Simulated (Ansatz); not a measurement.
**Fields on a plane of TiPd (CsCl type)**

```
CELL_PARAMETERS angstrom
      3.10177     0.00000     0.00000
      0.00000     3.10177     0.00000
      0.00000     0.00000     3.10177
ATOMIC_POSITIONS crystal
  Ti 0.50000 0.50000 0.50000
  Pd 0.00000 0.00000 0.00000
```

The slice is a {100} plane (indices of the conventional cell) through the point (0.000, 0.000, 0.000) (fractional), spanned by u = [100] and v = [010] in vectors of this cell: u (3.10 Å) and v (3.10 Å, at 90° to u). It covers one period; positions are fractions (u, v).

Atoms on it: Pd at (0.00, 0.00).

Computed with LDA (plane waves to 420 eV, PAW, scalar-relativistic; Ansatz, a first-principles code). k mesh 15×15×15. Inside the PAW spheres the values are not all-electron values, and peaks at nuclei hang on which shells count as valence. TiPd is run without spin polarisation. TiPd was relaxed with its symmetry unable to fall.

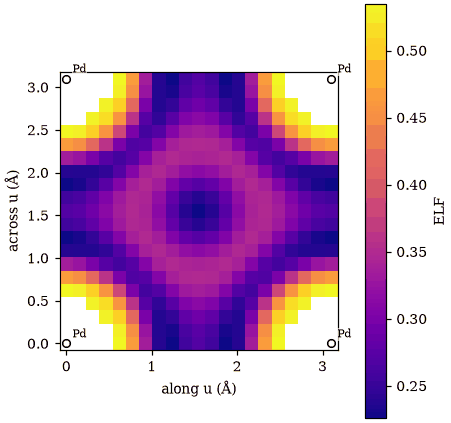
Figure. Electron localisation function (ELF), one period of the plane, atoms marked. Points within 0.5 Å of a nucleus are left white, as the pseudised field means little there.

```
|@@@%#+-:.   .:-+#%@@|
|@@@%*+-:.   .:-+*%@@|
|@%%#+=:..   ..:=+#%%|
|##*+=-:.     .:-=+*#|
|+++=-:..     ..:-=++|
|---::..       ..::--|
|:::...         ...::|
|....             ...|
|                    |
|                    |
|                    |
|....             ...|
|:::...         ...::|
|---::..       ..::--|
|+++=-:..     ..:-=++|
|##*+=-:.     .:-=+*#|
|@%%#+=:..   ..:=+#%%|
|@@@%*+-:.   .:-+*%@@|
|@@@%#+-:.   .:-+#%@@|
|@@@@#+-:.   .:-+#@@@|
```
Scale: ten equal steps from -0.79 (start of ' ') to 1.15 (end of '@'), in the order ' .:-=+*#%@'. Values: log₁₀ of the valence density in e/Å³. The map has 20 points along u (one character each, u = 0 at the left) and 20 along v (v = 0 in the bottom row). The scale is logarithmic, as a density can span decades between atoms and voids.
